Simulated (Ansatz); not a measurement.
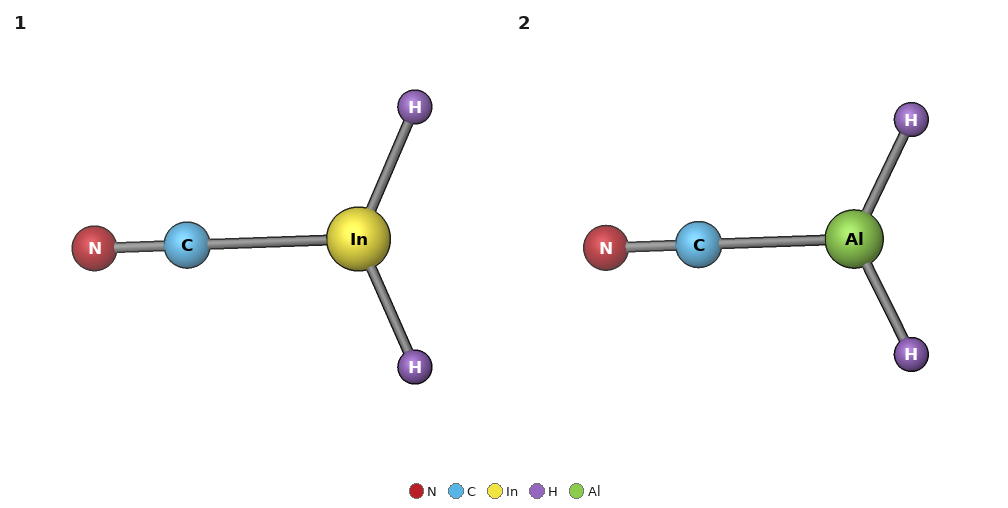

2 molecules with one skeleton, seen from the same side and at one scale. Charge 0, singlet. Computed geometries: PBE0-D4/def2-TZVP optimisations, one conformation each. Properties computed with Ansatz 0.2.0. Elements past Kr carry core potentials.

One atom differs, called X below: In in panel 1, Al in panel 2. Their formulas are CH2InN (`N#[C][InH2]`), CH2AlN (`N#[C][AlH2]`).

**In which is the mean length of X–H larger (PBE0-D4/def2-TZVP)?**

In panel 1 (X = In).

**In which is the length of X–C larger (PBE0-D4/def2-TZVP)?**

In panel 1 (X = In).

Give the values. With PBE0-D4/def2-TZVP: length of X–C (Å), mean length of X–H (Å), angle H–X–H (°), dipole moment (D), harmonic zero-point energy (kJ/mol). With PBE-D4/def2-TZVPP: HOMO energy (Kohn–Sham orbital) (eV), HOMO–LUMO gap (eV), vertical ionisation energy (eV).

```tsv
quantity	1 (In)	2 (Al)	2 − 1
length of X–C (Å)	2.136	1.938	−0.198
mean length of X–H (Å)	1.704	1.572	−0.132
angle H–X–H (°)	131.3	126.1	−5.2
dipole moment (D)	4.42	3.39	−1.03
harmonic zero-point energy (kJ/mol)	50.4	54.9	+4.5
HOMO energy (Kohn–Sham orbital) (eV)	−7.77	−7.95	−0.18
HOMO–LUMO gap (eV)	4.40	4.59	+0.19
vertical ionisation energy (eV)	10.80	11.15	+0.35
```
